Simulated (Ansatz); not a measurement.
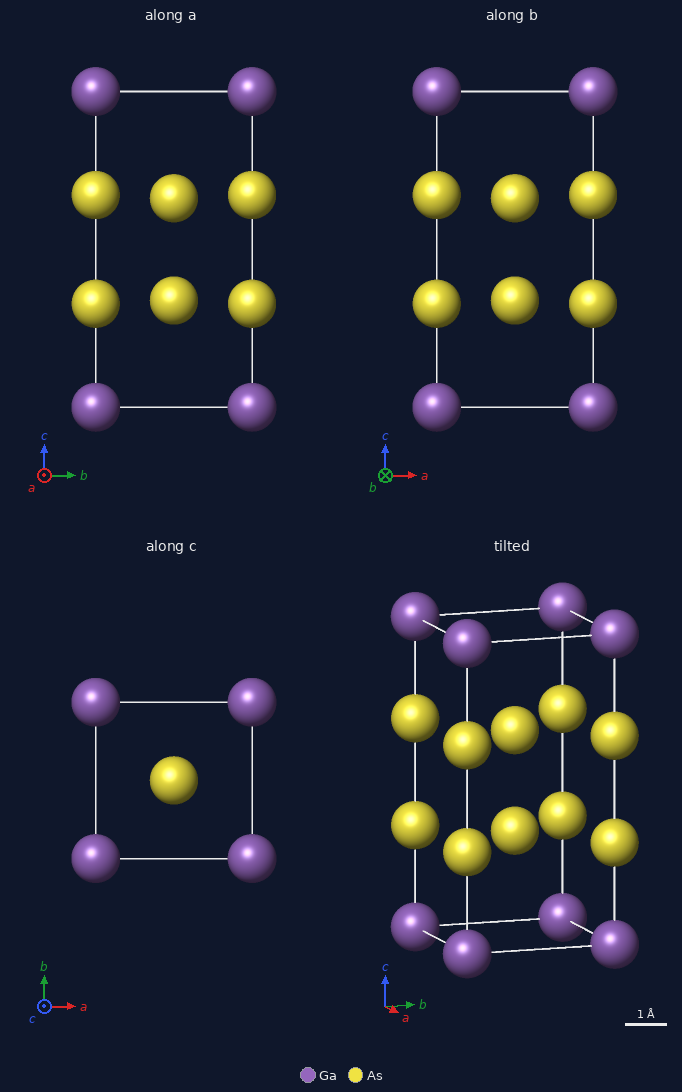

Crystal structure, spheres-only style, seen along the a axis, along the b axis, along the c axis and slightly off an axis. Lines trace the edges of the conventional unit cell.

Lattice parameters: a = 3.887 Å, b = 3.887 Å, c = 7.851 Å, α = 90.00°, β = 90.00°, γ = 90.00°.

Express the structure as a table of Wyckoff sites, with free fractional coordinates to two decimals.

Answer. Space group P4/mmm (No. 123).
```json
{"atom": "Ga", "site": "1a", "x": "0.00", "y": "0.00", "z": "0.00"}
{"atom": "As", "site": "2h", "x": "0.50", "y": "0.50", "z": "0.66"}
{"atom": "As", "site": "2g", "x": "0.00", "y": "0.00", "z": "0.33"}
```

Provenance: a random cell made by a generator, so it need not be a real form of the compound. This is the structure after a relaxation with DFT PBE, scalar-relativistic, plane waves, PAW (Ansatz 0.2.0).
